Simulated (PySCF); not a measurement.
Consider C7H14NO (charge +1).

Input file:

```
{"job": {"kind": "nmr", "xc": "PBE0", "basis": "pcSseg-1", "pop": false}, "charge": 1, "multiplicity": 1}
C      3.062516     0.316415     0.911737
O      2.054411    -0.116328    -0.014209
C      0.733855    -0.472046     0.484797
N      0.740425    -1.864581     0.053334
C     -0.393080    -1.649476    -0.876469
C     -0.387604    -0.142567    -0.527431
C     -1.649901     0.417476     0.065817
C     -1.821700     1.907809     0.153624
C     -2.627731     1.122812    -0.829943
H      3.995107     0.374725     0.353871
H      3.168662    -0.376003     1.747643
H      2.800328     1.309019     1.276666
H      0.603051    -0.201804     1.532854
H      2.011597    -1.268786    -0.376193
H      0.666107    -2.639880     0.705432
H     -1.309006    -2.155817    -0.576728
H     -0.148871    -1.915582    -1.903048
H     -0.030928     0.495675    -1.335262
H     -2.057794    -0.179433     0.872550
H     -2.317381     2.311445     1.021586
H     -1.028449     2.534894    -0.223235
H     -2.384474     1.210428    -1.877005
H     -3.679143     0.981607    -0.640385
```

Launched as:

```sh
OMP_NUM_THREADS=1 python ens_run.py task.json out
```

Geometry: GFN2-xTB.

Level of theory: PBE0/pcSseg-1, SCF density, gas phase, non-relativistic in PySCF.

What can the converged electron density and electron localisation function tell about the bonding?

C–N (1.46 Å): ρ is about 2 e/Å³ halfway; the ELF peaks at about 0.90 between the atoms, as expected for a covalent bond.
C–C (1.55 Å): the density is about 1.6 e/Å³ at the midpoint; the ELF peaks at about 0.95 between the atoms; a covalent bond.

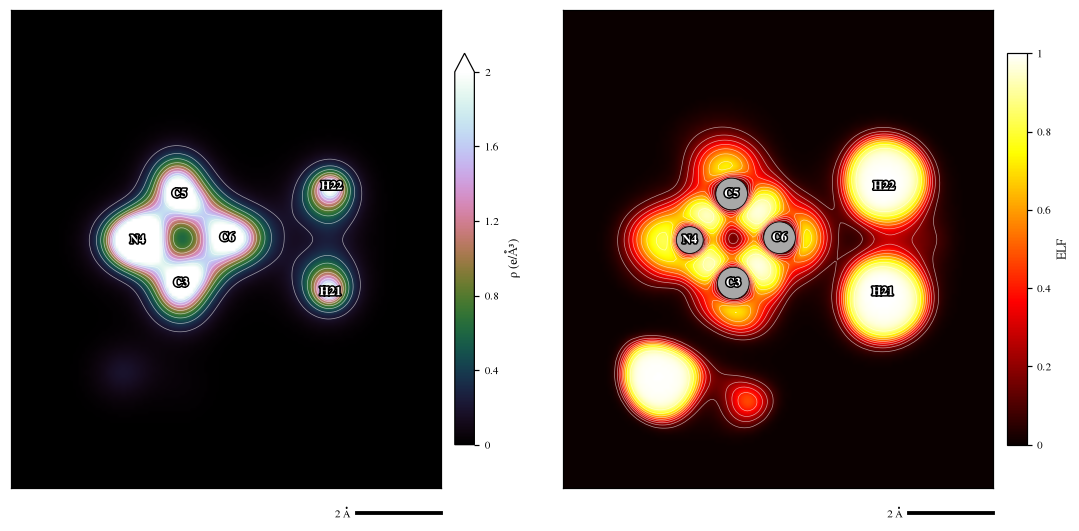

Computed electron density and electron localisation function on the plane of atoms C3, N4 and C5, in this order. Grey discs cover the atomic cores in the ELF map. 
